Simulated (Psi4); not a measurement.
**Run report: PH3O, frequency calculation (part 2 of 3)**

The same run, continued: PH3O, SMILES O=[PH3]; HF/cc-pVTZ, RHF (Psi4 1.11). The geometry was optimised with hf/cc-pVTZ.

Geometry of the input (Å):
```
O  -1.3863  -0.3297  0.5346
P  -0.0590  -0.0145  0.0227
H  0.8355  0.5693  0.9275
H  0.6925  -1.0901  -0.4651
H  -0.0017  0.8817  -1.0511
```

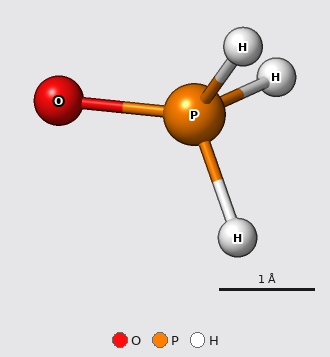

**Figure 1.** The input geometry (ball-and-stick view, seen at a tilt).

**What the program printed, continued**
```
      14A      0.123745    15A      0.155178    16A      0.186897
      17A      0.186904    18A      0.280538    19A      0.280538
      20A      0.421804    21A      0.451276    22A      0.451279
      23A      0.488899    24A      0.488901    25A      0.492020
      26A      0.554307    27A      0.733254    28A      0.768635
      29A      0.768643    30A      0.869455    31A      0.920483
      32A      0.920483    33A      1.010662    34A      1.010669
      35A      1.040516    36A      1.124005    37A      1.124005
      38A      1.144398    39A      1.322172    40A      1.322188
      41A      1.384381    42A      1.480958    43A      1.536917
      44A      1.536921    45A      1.662479    46A      1.719244
      47A      1.719255    48A      1.820186    49A      1.834917
      50A      1.834922    51A      1.891758    52A      1.891768
      53A      1.894386    54A      2.067075    55A      2.067077
      56A      2.181568    57A      2.547454    58A      2.547461
      59A      2.561411    60A      2.654581    61A      2.654588
      62A      2.818371    63A      2.967438    64A      2.967454
      65A      3.087319    66A      3.411729    67A      3.470396
      68A      3.470400    69A      3.627728    70A      3.627736
      71A      3.782090    72A      3.912537    73A      3.926615
      74A      3.926652    75A      4.015330    76A      4.023802
      77A      4.035358    78A      4.035382    79A      4.158440
      80A      4.200049    81A      4.200066    82A      4.400293
      83A      4.462233    84A      4.462254    85A      4.478466
      86A      4.478474    87A      4.572092    88A      4.649023
      89A      4.649060    90A      5.095130    91A      5.095152
      92A      5.174524    93A      5.644667    94A      5.656291
      95A      5.825422    96A      5.825425    97A      5.968625
      98A      5.968641    99A      6.101657   100A      6.914113
     101A      6.928995   102A      6.929000   103A      7.303338
     104A      7.303345   105A      7.486427   106A      9.789727

    Final Occupation by Irrep:
              A
    DOCC [    13 ]
    NA   [    13 ]
    NB   [    13 ]

  @DF-RHF Final Energy:  -417.38941381743496

   => Energetics <=

    Nuclear Repulsion Energy =             66.5516313713365548
    One-Electron Energy =                -709.2545652223534489
    Two-Electron Energy =                 225.3135200335819945
    Total Energy =                       -417.3894138174349564

Computation Completed

Properties will be evaluated at   0.000000,   0.000000,   0.000000 [a0]

Properties computed using the SCF density matrix

 Multipole Moments:

 ------------------------------------------------------------------------------------
     Multipole            Electronic (a.u.)      Nuclear  (a.u.)        Total (a.u.)
 ------------------------------------------------------------------------------------

 L = 1.  Multiply by 2.5417464519 to convert [e a0] to [Debye]
 Dipole X            :         -0.8817263            2.3310801            1.4493538
 Dipole Y            :         -0.2092827            0.5534630            0.3441803
 Dipole Z            :          0.3400395           -0.8990080           -0.5589685
 Magnitude           :                                                    1.5910790

 ------------------------------------------------------------------------------------

	total time  =          1 seconds =       0.02 minutes

         ------------------------------------------------------------
                                   SCF HESS
         ------------------------------------------------------------

  ==> Geometry <==

    Molecular point group: c1
    Full point group: C1

    Geometry (in Angstrom), charge = 0, multiplicity = 1:

       Center              X                  Y                   Z               Mass
    ------------   -----------------  -----------------  -----------------  -----------------
         O           -0.936978442863    -0.222489000047     0.361359709190    15.994914619570
         P            0.390328557137     0.092686999953    -0.150536290810    30.973761998420
         H            1.284916557137     0.676490999953     0.754207709190     1.007825032230
         H            1.141892557137    -0.982890000047    -0.638363290810     1.007825032230
         H            0.447644557137     0.988885999953    -1.224412290810     1.007825032230

  Nuclear repulsion =   66.551631371336555

  ==> Basis Set <==

  Basis Set: CC-PVTZ
    Blend: CC-PVTZ
    Number of shells: 40
    Number of basis functions: 106
    Number of Cartesian functions: 119
    Spherical Harmonics?: true
    Max angular momentum: 3

  ==> DFJKGrad: Density-Fitted SCF Gradients <==

    Gradient:                    2
    J tasked:                  Yes
    K tasked:                  Yes
    wK tasked:                  No
    Integrals threads:           1
    Memory [MiB]:             1144
    Schwarz Cutoff:          1E-12
    Fitting Condition:       1E-10

   => Auxiliary Basis Set <=

  Basis Set: (CC-PVTZ AUX)
    Blend: CC-PVTZ-JKFIT
    Number of shells: 92
    Number of basis functions: 290
    Number of Cartesian functions: 346
    Spherical Harmonics?: true
    Max angular momentum: 4

  DFHelper Memory: AOs need 0.027 GiB; user supplied 1.341 GiB.
  SCF_SUBTYPE=INCORE selected. In-core MEM_DF algorithm will be used.
  Using in-core AOs.

  ==> MemDFJK: Density-Fitted J/K Matrices <==

    J tasked:                   Yes
    K tasked:                   Yes
    wK tasked:                   No
    Memory [MiB]:              1373
    Algorithm:                 Core
    Schwarz Cutoff:           1E-12
    Mask sparsity (%):       0.0000
    Fitting Condition:        1E-10

   => Auxiliary Basis Set <=

  Basis Set: (CC-PVTZ AUX)
    Blend: CC-PVTZ-JKFIT
    Number of shells: 92
    Number of basis functions: 290
    Number of Cartesian functions: 346
    Spherical Harmonics?: true
    Max angular momentum: 4

   ==> Coupled-Perturbed RHF Solver <==

    Maxiter             =         100
    Convergence         =   1.000E-06
    Number of equations =          15
   -----------------------------------------------------
     Iter   Residual RMS      Max RMS  Remain  Time [s]
   -----------------------------------------------------
        1      5.064e-01    8.065e-01      15         1
        2      1.830e-01    2.643e-01      15         1
        3      5.121e-02    7.580e-02      15         2
        4      1.511e-02    2.084e-02      15         2
        5      4.347e-03    5.304e-03      15         2
        6      9.969e-04    1.269e-03      15         3
        7      2.277e-04    3.166e-04      15         3
        8      5.967e-05    8.480e-05      15         3
        9      1.303e-05    1.693e-05      15         4
       10      2.837e-06    4.023e-06      15         4
       11      7.321e-07    9.763e-07       0         5
  ## Total Hessian (Symmetry 0) ##
  Irrep: 1 Size: 15 x 15

                 1                   2                   3                   4                   5

    1     0.61321520016925     0.13526182423571    -0.21968756678340    -0.58485233955128    -0.12122914328776
    2     0.13526182423571     0.07569924249448    -0.05216618838155    -0.12122958030616    -0.10310188272605
    3    -0.21968756678340    -0.05216618838155     0.12830775145820     0.19689605825728     0.04675405797653
    4    -0.58485233955128    -0.12122958030616     0.19689605825728     0.85052444551414     0.09548140102231
    5    -0.12122914328776    -0.10310188272605     0.04675405797653     0.09548140102231     0.47108219391170
    6     0.19689607053489     0.04675422944153    -0.15025187463109    -0.15507291415311    -0.03683157887343
    7    -0.01588410407875    -0.01269475951479    -0.01135854115466    -0.11857748599198    -0.04586659881605
    8    -0.00730318362500     0.00727008926988    -0.00250635761054    -0.04702300683942    -0.08108089649257
    9     0.00678428077310     0.00388127634009     0.01560866688614    -0.07668921460559    -0.05111241962870
   10    -0.01303284430118     0.01595486146902     0.01251319813470    -0.09734390852237     0.07126212537009
   11    -0.00225013992414     0.01448901262136     0.00156839887458     0.07516885349859    -0.16234040291098
   12     0.00963910747738    -0.00613515718864     0.00553848209874     0.03200864325056    -0.04793008462046
   13     0.00055408772433    -0.01729234587115     0.02163685157979    -0.04975071149261     0.00035221571871
   14    -0.00447935738904     0.00564353836522     0.00635008915112    -0.00239766735769    -0.12455901184054
   15     0.00636810812600     0.00766583982824     0.00079697414733     0.00285742715047     0.08912002512564

                 6                   7                   8                   9                  10

    1     0.19689607053489    -0.01588410407875    -0.00730318362500     0.00678428077310    -0.01303284430118
    2     0.04675422944153    -0.01269475951479     0.00727008926988     0.00388127634009     0.01595486146902
    3    -0.15025187463109    -0.01135854115466    -0.00250635761054     0.01560866688614     0.01251319813470
    4    -0.15507291415311    -0.11857748599198    -0.04702300683942    -0.07668921460559    -0.09734390852237
    5    -0.03683157887343    -0.04586659881605    -0.08108089649257    -0.05111241962870     0.07126212537009
    6     0.50823548532627    -0.07279566139095    -0.04974086622919    -0.13088762656103     0.03139200774150
    7    -0.07279566139095     0.12158850299749     0.05571626875791     0.08369578441735     0.00910272355481
    8    -0.04974086622919     0.05571626875791     0.07063417510624     0.05734008989592    -0.00835182439538
    9    -0.13088762656103     0.08369578441735     0.05734008989592     0.12777142706909    -0.00434274900511
   10     0.03139200774150     0.00910272355481    -0.00835182439538    -0.00434274900511     0.09694062303468
   11    -0.04958345789371     0.00392853232213    -0.00529106952103    -0.00379897888565    -0.08325244906902
   12    -0.07085633901283     0.00491693850109    -0.01593360449202    -0.00203425329147    -0.03978512857208
   13    -0.00041950277331     0.00377036352210     0.00696174607846    -0.00944810159584     0.00433340624491
   14     0.08940167355062    -0.00108344275377     0.00846770164186    -0.00630996772236     0.00438728660641
   15    -0.15623964511985    -0.00445852039861     0.01084073842224    -0.01045821411880     0.00022267168627

                11                  12                  13                  14                  15

    1    -0.00225013992414     0.00963910747738     0.00055408772433    -0.00447935738904     0.00636810812600
    2     0.01448901262136    -0.00613515718864    -0.01729234587115     0.00564353836522     0.00766583982824
    3     0.00156839887458     0.00553848209874     0.02163685157979     0.00635008915112     0.00079697414733
    4     0.07516885349859     0.03200864325056    -0.04975071149261    -0.00239766735769     0.00285742715047
    5    -0.16234040291098    -0.04793008462046     0.00035221571871    -0.12455901184054     0.08912002512564
    6    -0.04958345789371    -0.07085633901283    -0.00041950277331     0.08940167355062    -0.15623964511985
    7     0.00392853232213     0.00491693850109     0.00377036352210    -0.00108344275377    -0.00445852039861
    8    -0.00529106952103    -0.01593360449202     0.00696174607846     0.00846770164186     0.01084073842224
    9    -0.00379897888565    -0.00203425329147    -0.00944810159584    -0.00630996772236    -0.01045821411880
   10    -0.08325244906902    -0.03978512857208     0.00433340624491     0.00438728660641     0.00022267168627
   11     0.16344618784104     0.05566796247657     0.00640520317753    -0.01030372805016    -0.00385392456914
   12     0.05566796247657     0.05960370918952    -0.00677956065612     0.01433088381425     0.00774840100743
   13     0.00640520317753    -0.00677956065612     0.04109285400480     0.00357318089502    -0.00498968655411
   14    -0.01030372805016     0.01433088381425     0.00357318089502     0.12075149989910    -0.10377267882344
   15    -0.00385392456914     0.00774840100743    -0.00498968655411    -0.10377267882344     0.15815248409172

	total time  =         34 seconds =       0.57 minutes

  ==> Harmonic Vibrational Analysis <==

  non-mass-weighted Hessian:       Symmetric? True   Hermitian? True   Lin Dep Dim?  0 (0)
  projection of translations (True) and rotations (True) removed 6 degrees of freedom (6)
  total projector:                 Symmetric? True   Hermitian? True   Lin Dep Dim?  6 (6)
  mass-weighted Hessian:           Symmetric? True   Hermitian? True   Lin Dep Dim?  0 (0)
  pre-proj  low-frequency mode:    0.0000i [cm^-1]
  pre-proj  low-frequency mode:    0.0000i [cm^-1]
  pre-proj  low-frequency mode:    0.0000i [cm^-1]
  pre-proj  low-frequency mode:    0.0000i [cm^-1]
  pre-proj  low-frequency mode:    8.3979  [cm^-1]
  pre-proj  low-frequency mode:    8.6287  [cm^-1]
  pre-proj  all modes:['11.0251i' '0.0064i' '0.0055i' '0.0031i' '8.3979' '8.6287' '931.7526'
 '931.7621' '1230.8596' '1230.9014' '1259.6050' '1364.0327' '2565.9368'
 '2565.9765' '2588.3224']
  projected mass-weighted Hessian: Symmetric? True   Hermitian? True   Lin Dep Dim?  6 (6)
  post-proj low-frequency mode:    0.0000i [cm^-1] (TR)
  post-proj low-frequency mode:    0.0000i [cm^-1] (TR)
  post-proj low-frequency mode:    0.0000i [cm^-1] (TR)
  post-proj low-frequency mode:    0.0000  [cm^-1] (TR)
  post-proj low-frequency mode:    0.0000  [cm^-1] (TR)
  post-proj low-frequency mode:    0.0000  [cm^-1] (TR)
  post-proj  all modes:['0.0000i' '0.0000i' '0.0000i' '0.0000' '0.0000' '0.0000' '931.7526'
 '931.7621' '1230.8596' '1230.9014' '1259.6050' '1364.0327' '2565.9368'
 '2565.9765' '2588.3224']

  Vibration                       7                   8                   9
  Freq [cm^-1]                 931.7526            931.7621           1230.8596
  Irrep                           A                   A                   A
  Reduced mass [u]              1.2389              1.2389              1.0388
  Force const [mDyne/A]         0.6337              0.6337              0.9273
  Turning point v=0 [a0]        0.3230              0.3230              0.3069
  RMS dev v=0 [a0 u^1/2]        0.2542              0.2542              0.2212
  IR activ [km/mol]            46.4122             46.4129             39.5555
  Char temp [K]               1340.5845           1340.5982           1770.9328
  ----------------------------------------------------------------------------------
      1   O               -0.01  0.08  0.02    0.03 -0.02  0.07   -0.00  0.00  0.00
      2   P                0.01 -0.06 -0.02   -0.03  0.02 -0.06    0.00 -0.03 -0.01
      3   H               -0.41  0.15  0.25   -0.42 -0.17  0.45   -0.06  0.55 -0.30
      4   H                0.62  0.43 -0.17    0.03 -0.08  0.24   -0.18 -0.20  0.16
      5   H               -0.30  0.18  0.17    0.71  0.06  0.01    0.16  0.53  0.45

  Vibration                       10                  11                  12
  Freq [cm^-1]                1230.9014           1259.6050           1364.0327
  Irrep                           A                   A                   A
  Reduced mass [u]              1.0388              1.2748              4.5361
  Force const [mDyne/A]         0.9273              1.1917              4.9726
  Turning point v=0 [a0]        0.3069              0.2738              0.1395
  RMS dev v=0 [a0 u^1/2]        0.2211              0.2186              0.2101
  IR activ [km/mol]            39.5565              2.5067             246.5735
  Char temp [K]               1770.9931           1812.2911           1962.5393
  ----------------------------------------------------------------------------------
      1   O                0.00 -0.00  0.00   -0.12 -0.03  0.05    0.33  0.08 -0.13
      2   P               -0.01  0.01 -0.03    0.02  0.00 -0.01   -0.21 -0.05  0.08
      3   H                0.31 -0.42 -0.04    0.41  0.02 -0.40    0.30 -0.02 -0.43
      4   H                0.32 -0.08  0.68    0.44  0.35 -0.13    0.33  0.39 -0.08
      5   H               -0.26  0.24  0.18    0.57 -0.04 -0.02    0.51 -0.10  0.07

  Vibration                       13                  14                  15
  Freq [cm^-1]                2565.9368           2565.9765           2588.3224
  Irrep                           A                   A                   A
  Reduced mass [u]              1.0444              1.0444              1.0263
  Force const [mDyne/A]         4.0513              4.0514              4.0511
  Turning point v=0 [a0]        0.2120              0.2120              0.2129
  RMS dev v=0 [a0 u^1/2]        0.1532              0.1532              0.1525
  IR activ [km/mol]            107.4486            107.4309            63.0471
  Char temp [K]               3691.8118           3691.8688           3724.0197
  ----------------------------------------------------------------------------------
      1   O               -0.00  0.00  0.00    0.00 -0.00  0.00   -0.00 -0.00  0.00
      2   P                0.00 -0.03 -0.01   -0.01  0.01 -0.03    0.02  0.01 -0.01
      3   H                0.34  0.21  0.35    0.38  0.27  0.40   -0.37 -0.24 -0.38
      4   H               -0.42  0.62  0.27    0.07 -0.12 -0.07   -0.31  0.45  0.20
      5   H                0.01  0.16 -0.22   -0.02 -0.50  0.59   -0.02 -0.37  0.44

  ==> Thermochemistry Components <==

  Entropy, S
    Electronic S                             0.000 [cal/(mol K)]        0.000 [J/(mol K)]       0.00000000 [mEh/K] (multiplicity = 1)
    Translational S                         37.651 [cal/(mol K)]      157.533 [J/(mol K)]       0.06000130 [mEh/K] (mol. weight = 49.9922 [u], P = 101325.00 [Pa])
    Rotational S                            17.607 [cal/(mol K)]       73.668 [J/(mol K)]       0.02805881 [mEh/K] (symmetry no. = 3)
    Vibrational S                            0.372 [cal/(mol K)]        1.558 [J/(mol K)]       0.00059339 [mEh/K]
  Total S                                   55.631 [cal/(mol K)]      232.760 [J/(mol K)]       0.08865350 [mEh/K]
  Correction S                               0.000 [cal/(mol K)]        0.000 [J/(mol K)]       0.00000000 [mEh/K]

  Constant volume heat capacity, Cv
    Electronic Cv                            0.000 [cal/(mol K)]        0.000 [J/(mol K)]       0.00000000 [mEh/K]
    Translational Cv                         2.981 [cal/(mol K)]       12.472 [J/(mol K)]       0.00475022 [mEh/K]
    Rotational Cv                            2.981 [cal/(mol K)]       12.472 [J/(mol K)]       0.00475022 [mEh/K]
    Vibrational Cv                           1.580 [cal/(mol K)]        6.609 [J/(mol K)]       0.00251722 [mEh/K]
  Total Cv                                   7.541 [cal/(mol K)]       31.552 [J/(mol K)]       0.01201765 [mEh/K]
  Correction Cv                              0.000 [cal/(mol K)]        0.000 [J/(mol K)]       0.00000000 [mEh/K]
```
